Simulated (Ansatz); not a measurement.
```yaml
atoms:
  - { symbol: C, position_ang: [0.0282, -1.5476, 1.4265] }
  - { symbol: C, position_ang: [0.0161, -0.6506, 0.5924] }
  - { symbol: F, position_ang: [-1.2247, 0.4685, -1.9385] }
  - { symbol: F, position_ang: [1.5438, 0.8793, -1.5341] }
  - { symbol: F, position_ang: [-0.3391, 2.3063, 0.0198] }
  - { symbol: Ti, position_ang: [-0.0018, 0.8123, -0.7725] }
  - { symbol: H, position_ang: [0.0387, -2.3363, 2.1606] }
```

Geometry: PBE0-D4/def2-SVP.

These are results of Ansatz, isolated molecule in a Gaussian basis; Kohn-Sham density functional theory, functional PBE0, not measurements.

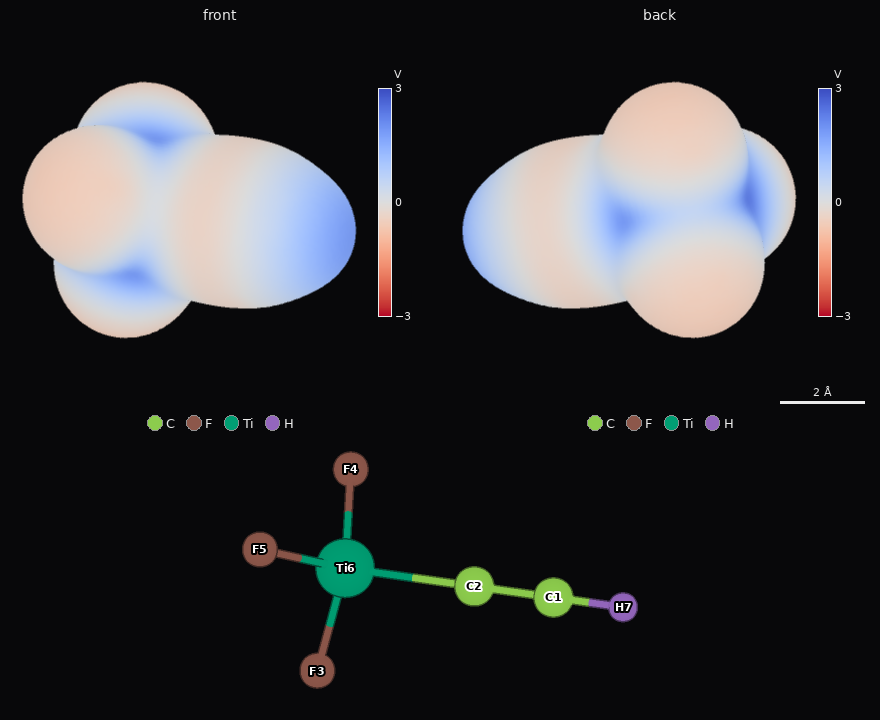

C2HF3Ti (SMILES C#[C][Ti]([F])([F])[F]). The molecular electrostatic potential painted on the density surface at 0.001 e/bohr³, seen from the front and from behind; red is negative and blue positive. The bare structure is drawn below in the same view.

> Which sites attract a positive test charge, and which a negative one?

A positive charge is drawn to the negative regions and a negative charge to the positive ones. The most negative region (about −0.5 V) lies over F3, F4 and F5, the most positive (about +1.9 V) over Ti6.

> How polar is the molecule by this calculation?

Its dipole moment is 1.72 D.
